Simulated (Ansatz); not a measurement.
CH5FGe: several calculations on one system

Part 1: Relaxation

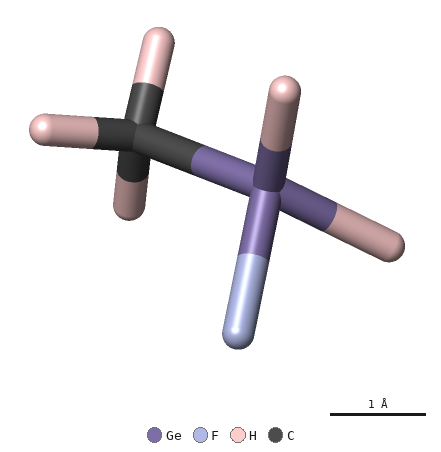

This is the input geometry for a relaxation of CH$_{5}$FGe. The picture is a stick view, seen from a free direction.

The run prepares an end point of a later path (reaction) calculation, from a guessed geometry.

These are results of RHF/def2-SVP in Ansatz 0.2.0, not measurements.

Input
```yaml
crystal:
  periodic: [false, false, false]
  atoms:
    - { symbol: Ge, position_ang: [0.128942, -0.006291, 0.026692] }
    - { symbol: F, position_ang: [0.766192, -0.256557, 1.58021] }
    - { symbol: H, position_ang: [1.578704, 0.167212, -0.400527] }
    - { symbol: H, position_ang: [-0.731672, 1.256073, 0.017286] }
    - { symbol: C, position_ang: [-0.834262, -1.572068, -0.598216] }
    - { symbol: H, position_ang: [-1.685751, -1.773641, 0.053992] }
    - { symbol: H, position_ang: [-1.210476, -1.409392, -1.610021] }
    - { symbol: H, position_ang: [-0.182276, -2.445635, -0.603216] }
basis:
  gaussian: { orbitals: def2-SVP }
hamiltonian:
  xc: hf
relax:
  f_tol: 0.03
  max_steps: 50
```

Launched with:
```bash
ansatz run input.yaml --threads 1 --pin off --max-ram 2048MiB --backend cpu --events-out ev --progress --plain --runs-dir out
```

Predict the outcome.

Answer. The energy falls by 0.401 eV in 3 accepted moves (4 points after the start). Largest force component: 2.2 eV/Å at the start, 0.022 eV/Å at the end. The line search rejected the trial step at point 2 of the run. H3 moves most after the best rigid fit: 0.27 Å. Largest moves by element: H 0.27 Å, F 0.24 Å, Ge 0.06 Å, C 0.04 Å. Some distances before and after: Ge1–F2 1.698 → 1.735 Å, Ge1–H3 1.521 → 1.530 Å. Bond angles that change, for instance: F2–Ge1–H3 85.2° → 105.7°, H3–Ge1–C5 118.3° → 113.2°, H3–Ge1–H4 116.2° → 111.4°. Cost: 11 s on 1 thread of Arm Neoverse V2, with other jobs on the host, peak memory 0.16 GiB.

The structure at the end:

```xyz
8

Ge    0.1797   -0.0149    0.0564
F     0.5844   -0.3194    1.7163
H     1.5134    0.1927   -0.6637
H    -0.6567    1.2664    0.0615
C    -0.8033   -1.5647   -0.5828
H    -1.6657   -1.7533    0.0571
H    -1.1566   -1.3974   -1.6018
H    -0.1658   -2.4497   -0.5767
```

The end point in the same view:

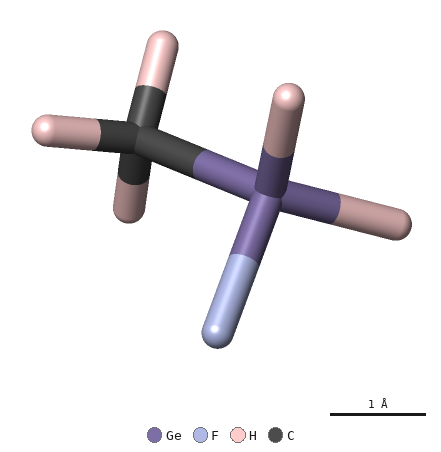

Limits of the set-up: Hartree-Fock leaves out electron correlation.

Part 2: Relaxation

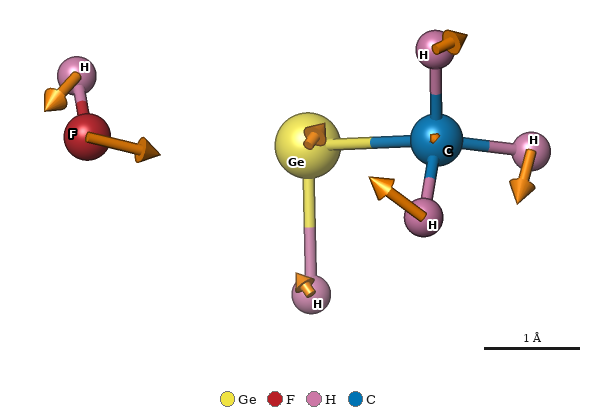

A relaxation of CH5FGe. The starting structure is drawn; orange arrows show the displacements, 2 times their true length. The two geometries are superimposed by the best rigid fit.

The picture is a ball-and-stick view, seen from a free direction.

The run prepares an end point of a later path (reaction) calculation, from a guessed geometry.

Method: RHF/def2-SVP (Ansatz 0.2.0). Settings: no spin polarisation; force threshold 0.03 eV/Å; at most 50 steps.

**What did the optimiser do to the structure, and how much energy did it gain?**

After 10 accepted moves (12 points after the start) the energy has fallen by 1.52 kcal/mol. The largest force component goes from 0.31 to 0.01 eV/Å. The line search rejected the trial steps at points 1, 9 of the run. The forces were under the threshold at step 8, but the run went on from there. The F atom moves most after the best rigid fit: 0.43 Å. Largest moves by element: F 0.43 Å, H 0.38 Å, Ge 0.19 Å, C 0.05 Å. Near-neighbour distances that change, for instance: F–Ge 2.877 → 2.615 Å, C–Ge 1.993 → 1.998 Å, F–H 0.909 → 0.905 Å, Ge–H 1.578 → 1.583 Å.

Limits of the set-up: the start holds two separate molecules, 2.8 Å apart at their closest, whose relative position is a soft coordinate and is computed without a dispersion correction; Hartree-Fock leaves out electron correlation.

Part 3: Path

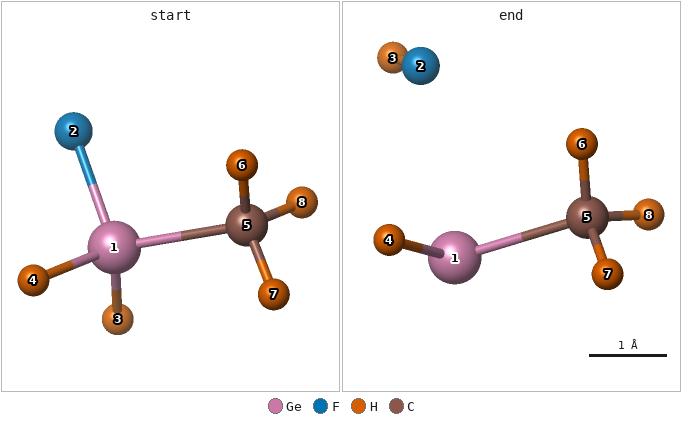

The two relaxed end points of a path for CH₅FGe. A ball-and-stick model, seen at a tilt.

All numbers below come from Ansatz, RHF/def2-SVP.

Settings: 5 movable images; climbing image; force threshold 0.03 eV/Å; iteration limit 60.

Start:
```xyz
8

Ge    0.1797   -0.0150    0.0568
F     0.5825   -0.3196    1.7172
H     1.5144    0.1918   -0.6619
H    -0.6560    1.2666    0.0607
C    -0.8032   -1.5645   -0.5832
H    -1.6665   -1.7527    0.0557
H    -1.1553   -1.3972   -1.6027
H    -0.1662   -2.4498   -0.5764
```

End:
```xyz
8

Ge    0.0045    0.1648   -1.0374
F     1.1816   -0.1270    1.2797
H     2.0538    0.1109    1.2438
H    -1.0517    1.0587   -0.2691
C    -0.9383   -1.5694   -0.7260
H    -1.1820   -1.7059    0.3296
H    -1.8833   -1.5496   -1.2804
H    -0.3551   -2.4228   -1.0740
```

**What barrier does the band find between them, and by what path?**

The energy climbs by 354.4 kJ/mol to image 4 and then falls by 143.1 kJ/mol, so the end point sits at +211.3 kJ/mol. Breaking: Ge1–F2 (1.74 → 2.03 at the top → 2.62 Å), Ge1–H3 (1.53 → 1.64 at the top → 3.07 Å). Forming: F2–H3 (2.61 → 1.24 at the top → 0.90 Å). The band converged in 11 iterations, with a climbing image at the top. At the top, the vibrational analysis gives one imaginary mode (1892i cm⁻¹), as a transition state must have.

Energies of the converged images:

```csv
image,path (Å),E (kJ/mol)
0,0.00,0.0
1,0.46,1.2
2,0.93,34.6
3,1.39,182.4
4,1.86,354.4
5,2.57,223.1
6,3.28,211.3
```

The geometry at the top of the path:

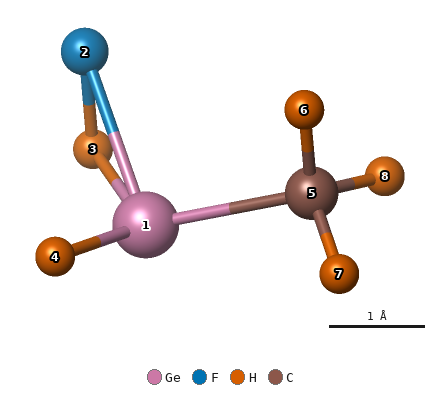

Limits of the set-up: Hartree-Fock leaves out electron correlation.

Cost: 92 s on 1 thread of Arm Neoverse V2, on a shared host, peak memory 0.16 GiB.
